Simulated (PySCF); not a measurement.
# C7H9ClF2O (SMILES C=C[C@](CC)(C(=O)Cl)C(F)F): what the fields show

```xyz
20

C     1.3881   -1.3994    1.6275
C     0.8054   -1.4619    0.4465
C    -0.0117   -0.3708   -0.2155
C    -0.0919    0.9207    0.6249
C    -0.9214    2.0296   -0.0147
C    -1.4165   -0.8874   -0.4501
O    -2.0378   -0.8633   -1.4587
Cl   -2.1231   -1.5584    1.0127
C     0.6022   -0.0673   -1.5999
F     0.8570   -1.2051   -2.2822
F     1.7907    0.5629   -1.4620
H     1.3335   -0.5417    2.2740
H     1.9560   -2.2345    1.9991
H     0.9008   -2.3532   -0.1590
H     0.9262    1.2783    0.7873
H    -0.5273    0.6589    1.5901
H    -0.4407    2.4225   -0.9066
H    -1.0289    2.8483    0.6928
H    -1.9155    1.6776   -0.2801
H    -0.0502    0.5547   -2.2291
```

Geometry: GFN2-xTB.

Computed with PBE0/pcSseg-1, SCF density, gas phase, non-relativistic (PySCF).

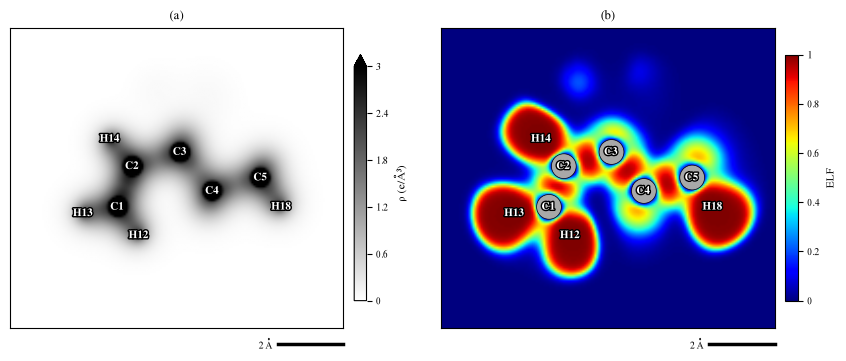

Figure 1. (a) total electron density; (b) electron localisation function on the plane of atoms C3, C2 and H14. Grey discs cover the atomic cores in the ELF map.

### Describe what can be read from this map.

- The plane passes through C and H nuclei.
- C–C (1.32 Å): the density is about 2.3 e/Å³ at the midpoint; the ELF peaks at about 0.95 between the atoms: a multiple bond.
- C–H (1.08 Å): ρ is about 2 e/Å³ halfway; the ELF climbs to about 1 towards the hydrogen, as it does in any bond to H: an ordinary covalent bond to hydrogen.
- C–C (1.52 Å): the density is about 1.7 e/Å³ at the midpoint; the ELF peaks at about 0.95 between the atoms, as expected for a shared electron pair.

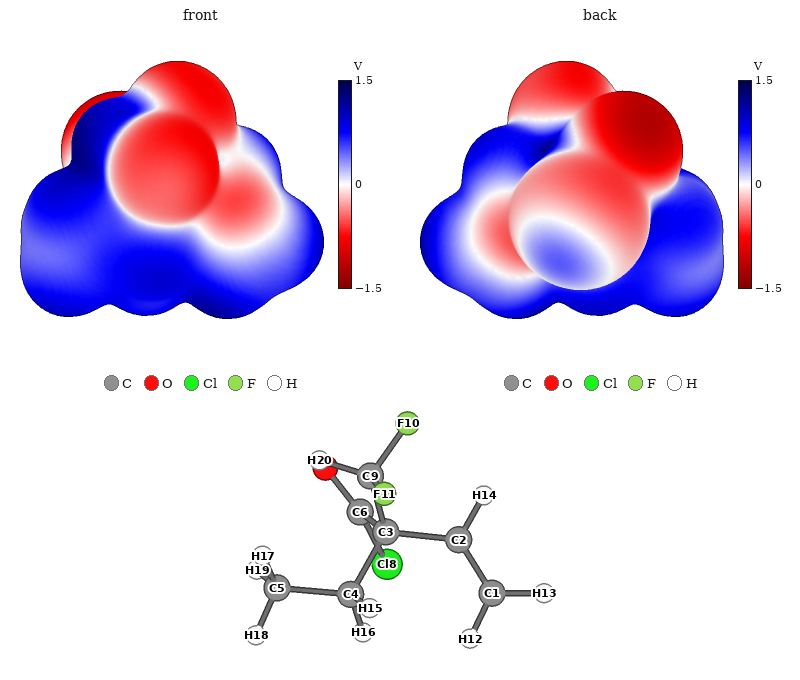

Figure 2. The electrostatic potential painted on the density surface at 0.002 e/bohr³, seen from the front and from behind; red is negative and blue positive. The bare structure is drawn below in the same view.

### Where is the surface potential most negative and most positive?

The most negative region (about −1.2 V, or −28 kcal/mol for a unit charge) lies over O7, the most positive (about +1.2 V, or +28 kcal/mol for a unit charge) over H17 and H20. Cl8 shows a σ-hole: about +0.5 V, or +12 kcal/mol for a unit charge at the tip opposite its bond, against about −0.2 V on its flanks. O7 is the likeliest acceptor of a hydrogen bond.

### What dipole moment does the calculation give?

Its dipole moment is 2.74 D.
